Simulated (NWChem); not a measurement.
**SiHCl2O2 (SMILES [O][Si](O)(Cl)Cl) at 4 levels**

We compute a comparison of 4 runs (UHF/STO-3G, UHF/3-21G, UB3LYP/6-31G*) of SiHCl2O2. 

Program for the calculation: NWChem 7.3.0.

## 1. Starting point

The species is SiHCl2O2 (6 atoms), meant as a doublet with charge 0. SMILES: `[O][Si](O)(Cl)Cl`. Geometry: relaxed at PBE0-D4/def2-TZVP. This is one conformer, not always the lowest.

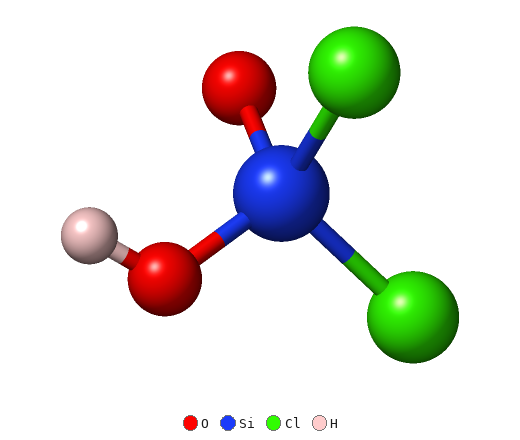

Viewed from a chosen angle; oxygen red, silicon blue, chlorine green, hydrogen pink.

## 2. Energy and gradient at UHF/STO-3G (run 1)

Contents of cl2ho2si.nw:

```
start cl2ho2si
memory total 2200 mb

geometry noautosym nocenter noautoz
  O    -1.226100    0.180900    1.211600
  Si   -0.270900    0.041200   -0.123700
  O     1.051900   -0.855800    0.114900
  Cl   -1.218400   -0.789200   -1.696000
  Cl    0.111400    2.012000   -0.434200
  H     1.594100   -0.653200    0.881200
end

basis spherical bse
  * library STO-3G
end

scf
  doublet
  uhf
  thresh 1e-08
  maxiter 80
  noprint "final vectors analysis"
end

task scf gradient
```

Started as:

```sh
$ nwchem cl2ho2si.nw > cl2ho2si.out
```

Log:

```text
[...]
  functions       =    38
[...]
  wavefunction    = UHF
[...]
         Total SCF energy =  -1343.144899924667
      One electron energy =  -2594.335423670757
      Two electron energy =    884.332003187551
 Nuclear repulsion energy =    366.858520558540
                       Sz =      0.5000
                 Sz(Sz+1) =      0.7500
                      S^2 =      0.7545
[...]
                         UHF ENERGY GRADIENTS
    atom               coordinates                        gradient
                 x          y          z           x          y          z
   1 O      -2.316993   0.341851   2.289592    0.026588   0.003702  -0.035220
   2 Si     -0.511927   0.077857  -0.233759   -0.022440   0.001576  -0.002151
   3 O       1.987803  -1.617228   0.217130   -0.000616   0.020299   0.024022
   4 Cl     -2.302442  -1.491372  -3.204975    0.013452   0.012624   0.023641
   5 Cl      0.210515   3.802129  -0.820519   -0.009309  -0.026958   0.009741
   6 H       3.012412  -1.234369   1.665227   -0.007675  -0.011244  -0.020032
[...]
```

Wall time 17 s (1 thread of Intel Xeon Platinum 8375C at 2.90GHz (Ice Lake), shared host); peak memory 0.1 GiB.

## 3. Energy and gradient at UHF/3-21G (run 2)

Contents of run.py:

```python
from ase import Atoms
from ase.calculators.nwchem import NWChem

molecule = Atoms('OSiOClClH', positions=[
    [-1.226100, 0.180900, 1.211600],
    [-0.270900, 0.041200, -0.123700],
    [1.051900, -0.855800, 0.114900],
    [-1.218400, -0.789200, -1.696000],
    [0.111400, 2.012000, -0.434200],
    [1.594100, -0.653200, 0.881200],
])

calc = NWChem(
    label='run',
    theory='scf',
    memory='2200 mb',
    basis='3-21G',
    basispar='spherical bse',
    scf={'nopen': '1', 'uhf': None, 'thresh': '1e-08', 'maxiter': '80'},
)
molecule.calc = calc

forces = molecule.get_forces()
e = molecule.get_potential_energy()
print(f"E = {e:.6f} eV")
print("forces (eV/A):")
for s, f in zip(molecule.symbols, forces):
    print(f"{s:2s} {f[0]:10.5f} {f[1]:10.5f} {f[2]:10.5f}")
```

Started as:

```sh
$ export ASE_NWCHEM_COMMAND="nwchem PREFIX.nwi > PREFIX.nwo"
$ python run.py
```

Log:

```text
E = -36778.589758 eV
forces (eV/A):
O    -1.46553   -0.07117    2.14127
Si    0.67563   -0.66499   -0.79385
O     0.64483   -0.10423    0.63151
Cl   -1.10871   -0.84677   -1.67096
Cl    0.55104    2.12008   -0.45627
H     0.70279   -0.43292    0.14825
```

The calculator wrote run.nwi:

```
title "run"

permanent_dir run

scratch_dir run

start run

geometry units angstrom nocenter noautosym noautoz
  O  -1.2261000000000000e+00 1.8090000000000001e-01 1.2116000000000000e+00
  Si -2.7089999999999997e-01 4.1200000000000001e-02 -1.2370000000000000e-01
  O  1.0519000000000001e+00 -8.5580000000000001e-01 1.1490000000000000e-01
  Cl -1.2183999999999999e+00 -7.8920000000000001e-01 -1.6960000000000000e+00
  Cl 1.1140000000000000e-01 2.0120000000000000e+00 -4.3419999999999997e-01
  H  1.5941000000000001e+00 -6.5320000000000000e-01 8.8119999999999998e-01
end

memory 2200 mb

basis spherical bse noprint
   * library 3-21G
end

scf
  nopen 1
  uhf
  thresh 1e-08
  maxiter 80
end

task scf gradient
```

run.nwo:

```text
Northwest Computational Chemistry Package (NWChem) 7.3.0
             --------------------------------------------------------

           Job information
           ---------------

    nwchem branch   = 7.3.0
    use scalapack   = T
    input           = run.nwi
    prefix          = run.
    data base       = run/run.db
    status          = startup
    nproc           =        1

           Memory information
           ------------------

[... 5 lines left out ...]
    hardfail = no
[... 40 lines left out ...]
            Nuclear Dipole moment (a.u.)
[... 84 lines left out ...]
 2-e energy   =     882.785080
[... 19 lines left out ...]
  ga_iter_lsolve: convergence stagnant ... aborting solve
[... 13 lines left out ...]
      One electron energy =  -2600.333418445412
[... 9 lines left out ...]
          Final alpha eigenvalues
[... 303 lines left out ...]
                     UHF Final Beta Molecular Orbital Analysis
[... 289 lines left out ...]
                 ----------------------------------------
                 |  Time  |  1-e(secs)   |  2-e(secs)   |
                 ----------------------------------------
                 |  CPU   |       0.00   |       0.71   |
                 ----------------------------------------
                 |  WALL  |       0.00   |       0.71   |
                 ----------------------------------------

 Task  times  cpu:       18.7s     wall:       18.7s
 Total times  cpu:       18.7s     wall:       18.7s
```

Run time: 20 s. Hardware: 1 thread of Intel Xeon Platinum 8375C at 2.90GHz (Ice Lake), shared host; peak memory 0.098 GiB.

Run 3 isn't shown in full; the table further down has it.

## 4. Energy and gradient at UB3LYP/6-31G(d) (spherical functions) (run 4)

Contents of run.py:

```python
from ase import Atoms
from ase.calculators.nwchem import NWChem

molecule = Atoms(['O', 'Si', 'O', 'Cl', 'Cl', 'H'], positions=[
    [-1.226100, 0.180900, 1.211600],
    [-0.270900, 0.041200, -0.123700],
    [1.051900, -0.855800, 0.114900],
    [-1.218400, -0.789200, -1.696000],
    [0.111400, 2.012000, -0.434200],
    [1.594100, -0.653200, 0.881200],
])

calc = NWChem(
    label='cl2ho2si',
    theory='dft',
    memory='2200 mb',
    basis='6-31G*',
    basispar='spherical bse',
    dft={'xc': 'b3lyp', 'mult': '2', 'grid': 'xfine', 'convergence': 'energy 1e-08', 'iterations': '100', 'mulliken': None, 'print': 'low'},
)
molecule.calc = calc

forces = molecule.get_forces()
print(f"energy = {molecule.get_potential_energy():.6f} eV")
print("forces (eV/A):")
for s, f in zip(molecule.symbols, forces):
    print(f"{s:2s} {f[0]:10.5f} {f[1]:10.5f} {f[2]:10.5f}")
```

Started as:

```sh
$ export ASE_NWCHEM_COMMAND="nwchem PREFIX.nwi > PREFIX.nwo"
$ python run.py
```

Log:

```text
energy = -37035.301009 eV
forces (eV/A):
O    -0.28380    0.05240    0.39873
Si   -0.23382    0.01769    0.03270
O     0.37415   -0.48049   -0.27243
Cl   -0.23639   -0.20759   -0.42562
Cl    0.11657    0.53664   -0.10187
H     0.26328    0.08140    0.36854
```

The calculator wrote cl2ho2si.nwi:

```
title "cl2ho2si"

permanent_dir cl2ho2si

scratch_dir cl2ho2si

start cl2ho2si

geometry units angstrom nocenter noautosym noautoz
  O  -1.2261000000000000e+00 1.8090000000000001e-01 1.2116000000000000e+00
  Si -2.7089999999999997e-01 4.1200000000000001e-02 -1.2370000000000000e-01
  O  1.0519000000000001e+00 -8.5580000000000001e-01 1.1490000000000000e-01
  Cl -1.2183999999999999e+00 -7.8920000000000001e-01 -1.6960000000000000e+00
  Cl 1.1140000000000000e-01 2.0120000000000000e+00 -4.3419999999999997e-01
  H  1.5941000000000001e+00 -6.5320000000000000e-01 8.8119999999999998e-01
end

memory 2200 mb

basis spherical bse noprint
   * library 6-31G*
end

dft
  xc b3lyp
  mult 2
  grid xfine
  convergence energy 1e-08
  iterations 100
  mulliken
  print low
end

task dft gradient
```

cl2ho2si.nwo:

```text
Northwest Computational Chemistry Package (NWChem) 7.3.0
             --------------------------------------------------------

           Job information
           ---------------

    nwchem branch   = 7.3.0
    use scalapack   = T
    input           = cl2ho2si.nwi
    prefix          = cl2ho2si.
    data base       = cl2ho2si/cl2ho2si.db
    status          = startup
    nproc           =        1

           Memory information
           ------------------

[... 5 lines left out ...]
    hardfail = no
[... 40 lines left out ...]
            Nuclear Dipole moment (a.u.)
[... 99 lines left out ...]
         Total DFT energy =    -1361.022219752934
[... 1 line left out ...]
           Coulomb energy =      977.729034303168
[... 1 line left out ...]
 Nuclear repulsion energy =      366.858520558540
[... 62 lines left out ...]
                         DFT ENERGY GRADIENTS

    atom               coordinates                        gradient
                 x          y          z           x          y          z
   1 O      -2.316993   0.341851   2.289592    0.005519  -0.001019  -0.007754
   2 Si     -0.511927   0.077857  -0.233759    0.004547  -0.000344  -0.000636
   3 O       1.987803  -1.617228   0.217130   -0.007276   0.009344   0.005298
   4 Cl     -2.302442  -1.491372  -3.204975    0.004597   0.004037   0.008277
   5 Cl      0.210515   3.802129  -0.820519   -0.002267  -0.010436   0.001981
   6 H       3.012412  -1.234369   1.665227   -0.005120  -0.001583  -0.007167

 Task  times  cpu:       73.8s     wall:       73.8s
 Total times  cpu:       73.8s     wall:       73.8s
```

It took 75 s on 1 thread of Intel Xeon Platinum 8375C at 2.90GHz (Ice Lake), shared host; peak memory 0.14 GiB.

## 5. Overview of the runs

```csv
run,level,Cartesian functions,iteration cap,energy (Eh),⟨S²⟩,largest force (eV/Å),wall time
1,UHF/STO-3G,no,80,-1343.144900,0.754,2.277,17 s
2,UHF/3-21G,no,80,-1351.588255,0.754,2.596,20 s
3,UB3LYP/6-31G* (Cartesian functions),yes,100,-1361.033144,0.753,0.643,80 s
4,UB3LYP/6-31G* (spherical functions),no,100,-1361.022220,0.753,0.667,75 s
```

## 6. Outcome

| quantity | value |
| --- | --- |
| run 4: total energy | -1361.02222 Eh |
| run 4: ⟨S²⟩ | 0.753 |
| run 4: largest force on an atom | 0.667 eV/Å |

**Reading.** In run 1 the basis is minimal, so the values are rough. All runs together took 3.2 min, the longest 80 s.
